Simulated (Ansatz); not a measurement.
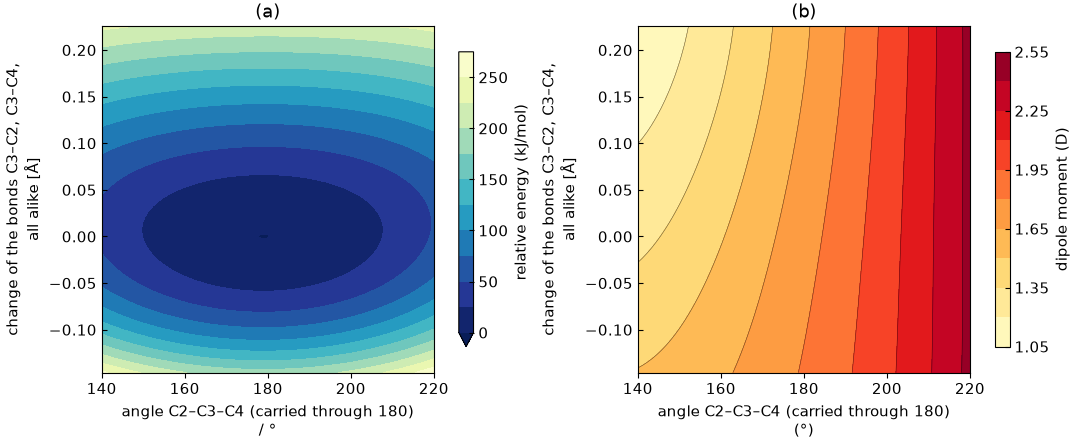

C3H4FGa, SMILES FCC#[C][GaH2]. Coordinates scanned: (1) angle C2–C3–C4 (carried through 180); (2) change of the bonds C3–C2, C3–C4, all alike. Nothing is relaxed (all other coordinates rigid). The grid has 11 × 11 points. Points are written as (first, second). Energies: kJ/mol, counted from the lowest grid point. Method: RKS B3LYP-D4/def2-TZVP in Ansatz 0.2.0.

Panel (a) is the energy; panel (b) is the computed dipole moment, in D.

The picture shows filled contours. Between grid points the surface is interpolated.

Q: How does the dipole moment vary over the map, and what is it at the lowest grid point?

A: Leaving out the highest fifth of the energies, it runs from 1.15 D at (140°, 0.152 Å) to 2.44 D at (220°, −0.109 Å). At the lowest grid point, (180°, 0.003 Å), it is 1.74 D.
